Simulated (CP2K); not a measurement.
**SiPNH6 (SMILES [SiH3]NP) at GFN2-xTB**

Aim: the vertical electron affinity of SiPNH6 at GFN2-xTB, from 2 runs. 

The calculation is run with CP2K 2026.2.

1 further run of the same task is left out (set aside as unsound or not needed).

## (1) The structure to begin with

SiPNH6: 9 atoms, total charge 0, spin state singlet. As SMILES, `[SiH3]NP`. Geometry: relaxed at GFN2-xTB. This is one conformer, not always the lowest.

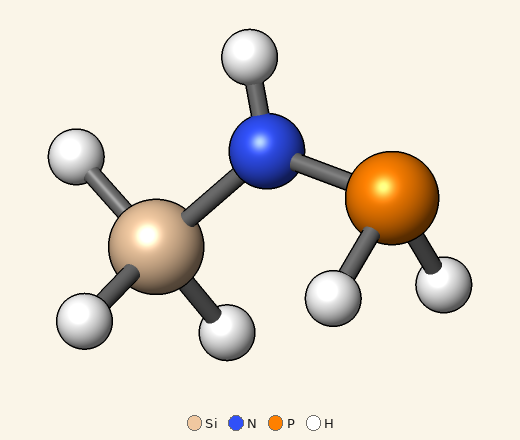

The structure, seen from a chosen angle (silicon light orange, nitrogen blue, phosphorus orange, hydrogen white).

## (2) Energy and gradient at GFN2-xTB

calc.inp reads:

```
&FORCE_EVAL
 METHOD Quickstep
 &DFT
  # Quickstep
  &QS
   METHOD XTB
   EPS_DEFAULT 1.0E-10
   &XTB
    GFN_TYPE TBLITE
    &TBLITE
     METHOD GFN2
    &END
    CHECK_ATOMIC_CHARGES F
   &END
  &END
  # isolated system
  &POISSON
   PERIODIC NONE
   POISSON_SOLVER ANALYTIC
  &END
  &SCF
   SCF_GUESS ATOMIC
   EPS_SCF 1.0E-06
   MAX_SCF 150
   ADDED_MOS 2
   &DIAGONALIZATION
    ALGORITHM STANDARD
   &END
   &MIXING
    METHOD DIRECT_P_MIXING
    ALPHA 0.4
   &END
   &SMEAR ON
    METHOD FERMI_DIRAC
    ELECTRONIC_TEMPERATURE [K] 300
   &END
  &END
  # extra output
  &PRINT
   &MOMENTS
    PERIODIC F
    REFERENCE COM
    MAX_MOMENT 1
   &END
   &MO ON
    ENERGIES T
    OCCUPATION_NUMBERS T
    NDIGITS 6
    &EACH
     QS_SCF 0
    &END
    ADD_LAST NUMERIC
   &END
   &HIRSHFELD OFF
   &END
  &END
 &END
 &SUBSYS
  # vacuum box
  &CELL
   ABC 19.2 19.6 20.1
   PERIODIC NONE
  &END
  &COORD
   UNIT bohr
   Si    -0.9310492     1.2912688    -1.6014862
   N      1.5735938    -0.1840404    -0.0675199
   P      1.4493632    -2.0344980     2.5435525
   H     -2.7561467    -0.6790920    -2.2644777
   H      0.2452865     2.4800010    -3.7927748
   H     -2.1261876     3.1356226     0.0880423
   H      3.3478766     0.3002775    -0.5531417
   H     -0.4680852    -3.6699237     1.7059503
   H     -0.3346705    -0.6395967     3.9418553
  &END
  &TOPOLOGY
   &CENTER_COORDINATES
   &END
  &END
 &END
 &PRINT
  &FORCES ON
  &END
 &END
&END

&GLOBAL
 PROJECT_NAME calc
 RUN_TYPE ENERGY_FORCE
 PRINT_LEVEL MEDIUM
&END
```

Started as:

```bash
$ OMP_NUM_THREADS=1 cp2k.psmp calc.inp > calc.out
```

Standard output, cut to the lines that bear on the results:

```text
CP2K| version string:                                       CP2K version 2026.2
[...]
 GLOBAL| Method name                                                        CP2K
[...]
 GLOBAL| Run type                                                   ENERGY_FORCE
[...]
                             - Atoms:                                          9
[...]
                             - Spherical basis functions:                     28
[...]
 Number of electrons:                                                         20
[...]
  *** SCF run converged in    14 steps ***
[...]
  Fermi energy:                                                -0.24136608876735
[...]
 TB_DIPOLE| Moment [Debye]         -0.53626336       0.77593344      -0.82953781
 TB_DIPOLE| Derivative [a.u.]       0.00000000       0.00000000       0.00000000
[...]
 ENERGY| Total FORCE_EVAL ( QS ) energy [hartree]            -10.252173651343487
 FORCES| Atomic forces [hartree/bohr]
 FORCES|   Atom     x               y               z               |f|
 FORCES|      1  1.84846618E-05 -1.76364308E-04  9.61799358E-05   2.01734062E-04
 FORCES|      2 -4.40312868E-04  1.09580582E-04 -1.03762282E-04   4.65456697E-04
 FORCES|      3 -7.00914345E-05  6.98961977E-06 -2.75897462E-05   7.56495742E-05
 FORCES|      4  5.64088306E-05  3.21151687E-05 -6.39443877E-06   6.52244515E-05
 FORCES|      5  2.75590258E-05  2.98720138E-05  2.08179556E-05   4.56642572E-05
 FORCES|      6  4.10856301E-06 -7.37947059E-05  9.22922570E-06   7.44830016E-05
 FORCES|      7  3.25132154E-04 -7.65966032E-07  1.42689805E-05   3.25446014E-04
 FORCES|      8 -1.75813020E-05  3.57561754E-05 -5.19724986E-06   4.01823054E-05
 FORCES|      9  9.62923693E-05  3.66114201E-05  2.44761961E-06   1.03046627E-04
 FORCES| Sum    -1.14573065E-16 -1.56057350E-17  5.37815100E-17
 FORCES| Total atomic force                                       1.27526377E-16
[...]
```

Wall time 0.28 s (1 thread of Arm Neoverse V1, shared host).

## (3) The doublet anion

mol.inp reads:

```
&GLOBAL
 PROJECT_NAME mol
 RUN_TYPE ENERGY_FORCE
 PRINT_LEVEL MEDIUM
&END GLOBAL
&FORCE_EVAL
 METHOD QUICKSTEP
 &DFT
  CHARGE -1
  MULTIPLICITY 2
  UKS T
  # Quickstep
  &QS
   METHOD XTB
   EPS_DEFAULT 1.0E-10
   &XTB
    GFN_TYPE TBLITE
    &TBLITE
     METHOD GFN2
    &END TBLITE
    CHECK_ATOMIC_CHARGES F
   &END XTB
  &END QS
  &POISSON
   PERIODIC NONE
   POISSON_SOLVER ANALYTIC
  &END POISSON
  # SCF settings
  &SCF
   SCF_GUESS ATOMIC
   EPS_SCF 1.0E-06
   MAX_SCF 150
   ADDED_MOS 8
   &DIAGONALIZATION
    ALGORITHM STANDARD
   &END DIAGONALIZATION
   &MIXING
    METHOD DIRECT_P_MIXING
    ALPHA 0.4
   &END MIXING
   &SMEAR ON
    METHOD FERMI_DIRAC
    ELECTRONIC_TEMPERATURE [K] 300
   &END SMEAR
  &END SCF
  &PRINT
   &MOMENTS
    PERIODIC F
    REFERENCE COM
    MAX_MOMENT 1
   &END MOMENTS
   &MO ON
    ENERGIES T
    OCCUPATION_NUMBERS T
    NDIGITS 6
    &EACH
     QS_SCF 0
    &END EACH
    ADD_LAST NUMERIC
   &END MO
   &HIRSHFELD OFF
   &END HIRSHFELD
  &END PRINT
 &END DFT
 &SUBSYS
  &CELL
   ABC [angstrom] 19.2 19.6 20.1
   PERIODIC NONE
  &END CELL
  &COORD
   UNIT bohr
   Si    -0.9310492     1.2912688    -1.6014862
   N      1.5735938    -0.1840404    -0.0675199
   P      1.4493632    -2.0344980     2.5435525
   H     -2.7561467    -0.6790920    -2.2644777
   H      0.2452865     2.4800010    -3.7927748
   H     -2.1261876     3.1356226     0.0880423
   H      3.3478766     0.3002775    -0.5531417
   H     -0.4680852    -3.6699237     1.7059503
   H     -0.3346705    -0.6395967     3.9418553
  &END COORD
  &TOPOLOGY
   &CENTER_COORDINATES
   &END CENTER_COORDINATES
  &END TOPOLOGY
 &END SUBSYS
 # extra output
 &PRINT
  &FORCES ON
  &END FORCES
 &END PRINT
&END FORCE_EVAL
```

Started as:

```bash
$ OMP_NUM_THREADS=1 cp2k.psmp -i mol.inp -o mol.out
```

Standard output, cut to the lines that bear on the results:

```text
CP2K| version string:                                       CP2K version 2026.2
[...]
 GLOBAL| Method name                                                        CP2K
[...]
 GLOBAL| Run type                                                   ENERGY_FORCE
[...]
                             - Atoms:                                          9
[...]
                             - Spherical basis functions:                     28
[...]
 Number of electrons:                                                         11
[...]
  *** SCF run converged in    23 steps ***
[...]
  Fermi energy:                                                -0.02208561572373
[...]
 TB_DIPOLE| Moment [Debye]         -0.49829281       1.77010914      -2.18887985
 TB_DIPOLE| Derivative [a.u.]       0.00000000       0.00000000       0.00000000
[...]
 ENERGY| Total FORCE_EVAL ( QS ) energy [hartree]            -10.367531455715627
 FORCES| Atomic forces [hartree/bohr]
 FORCES|   Atom     x               y               z               |f|
 FORCES|      1 -1.43434573E-02  1.31554594E-02 -1.43693006E-02   2.41925128E-02
 FORCES|      2 -9.34663346E-03  6.68065804E-03 -6.69565827E-03   1.32974655E-02
 FORCES|      3  2.59683227E-02 -3.06608161E-02  3.12807925E-02   5.09207954E-02
 FORCES|      4 -2.94740303E-04 -6.10287616E-03 -2.29604664E-05   6.11003245E-03
 FORCES|      5  1.32978331E-03  1.81300338E-03 -2.67657817E-03   3.49562235E-03
 FORCES|      6  1.02518993E-03  2.64989785E-03  3.92823163E-03   4.84809001E-03
 FORCES|      7  8.10768443E-03  1.79787261E-04 -4.44188339E-04   8.12183314E-03
 FORCES|      8 -4.63892597E-03  3.11466707E-03 -5.74106836E-03   8.01128273E-03
 FORCES|      9 -7.80722338E-03  9.17021923E-03 -5.25926994E-03   1.31417494E-02
 FORCES| Sum     1.90819582E-17 -6.93889390E-18  7.71951947E-17
 FORCES| Total atomic force                                       7.98208460E-17
[...]
```

Wall time 0.36 s (1 thread of Arm Neoverse V1, shared host).

## (4) What came out

Level: GFN2-xTB.

```
                                                 quantity         value
                             singlet SiPNH6: total energy  -10.25217 Eh
singlet SiPNH6: dipole moment (from atomic charges alone)        1.26 D
                              singlet SiPNH6: HOMO energy     -10.55 eV
                              singlet SiPNH6: LUMO energy      -5.67 eV
                            singlet SiPNH6: HOMO–LUMO gap       4.87 eV
                 singlet SiPNH6: largest force on an atom    0.024 eV/Å
                              doublet anion: total energy  -10.36753 Eh
        doublet anion: HOMO energy (highest over α and β)      -0.66 eV
         doublet anion: LUMO energy (lowest over α and β)      -0.55 eV
                  doublet anion: largest force on an atom    2.618 eV/Å
        vertical electron affinity (to the doublet anion)      3.139 eV
```

In words: At fixed nuclei the extra electron is bound by 3.14 eV (303 kJ/mol). A minimal valence basis can't be trusted even for the sign of an electron affinity. xTB total energies overstate such differences by several eV unless an empirical shift is taken off; none is applied here. The dipole (singlet SiPNH6) comes from point charges on the atoms alone, without atomic dipoles, so it is partial.
